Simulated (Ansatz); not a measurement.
**MnSi: Si vacancy, symmetric start**

Start from a 16-atom supercell of MnSi (space group P2_13, No. 198; a = 4.4713 Å; ferromagnetic) at its relaxed geometry.

Modification: a neutral Si vacancy, symmetric start, atoms relaxed at fixed cell.

Method: PBEsol (Ansatz, a program for electronic structure), scalar-relativistic without spin-orbit coupling, earlier PAW set. Γ-centred 8×8×8 mesh, Fermi–Dirac width 0.05 eV.

The pressure goes from zero to -2.5 GPa and the largest displacement of a host atom from its site in the perfect cell comes out as 0.08 Å. The mean distance from the defect site to its nearest host atoms stays essentially unchanged (2.26 Å against 2.25 Å).

Final structure:

```yaml
crystal:
  lattice:
    - [4.47132, -4.47132, 0.00000]
    - [0.00000, 4.47132, -4.47132]
    - [0.00000, 4.47132, 4.47132]
  atoms:
    - { symbol: Mn, position: [0.13461, 0.06730, 0.20191] }
    - { symbol: Mn, position: [0.13588, 0.56794, 0.70382] }
    - { symbol: Mn, position: [0.64351, 0.07809, 0.93432] }
    - { symbol: Mn, position: [0.64503, 0.57532, 0.43557] }
    - { symbol: Mn, position: [0.85623, 0.56542, 0.93432] }
    - { symbol: Mn, position: [0.86024, 0.06970, 0.43557] }
    - { symbol: Mn, position: [0.36890, 0.29081, 0.93432] }
    - { symbol: Mn, position: [0.36586, 0.79054, 0.43557] }
    - { symbol: Si, position: [0.84583, 0.92292, 0.76875] }
    - { symbol: Si, position: [0.33381, 0.41821, 0.56636] }
    - { symbol: Si, position: [0.35181, 0.92732, 0.08292] }
    - { symbol: Si, position: [0.14815, 0.91561, 0.56636] }
    - { symbol: Si, position: [0.15560, 0.42449, 0.08292] }
    - { symbol: Si, position: [0.65075, 0.23254, 0.56636] }
    - { symbol: Si, position: [0.65843, 0.73111, 0.08292] }
```

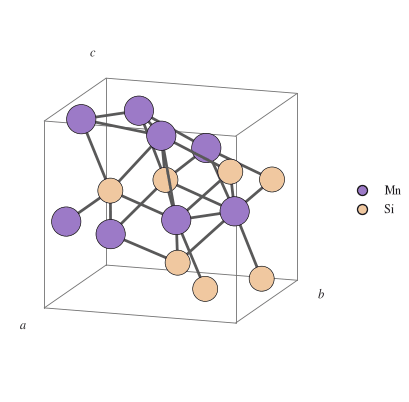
Fig. 1. The relaxed cell after the change

The magnetic state is the one reached from the starting moments; the real material's order can differ, and small cells can't hold many antiferromagnetic ones. The cell is small, so the values are those of an ordered compound at a high defect concentration; dilute-limit values will differ. The defect started on the symmetric site and kept its symmetry, so it may sit on a saddle. The defect cell is spin-polarised and ends with 10.2 μB, a fractional moment that hangs on the mesh and smearing.
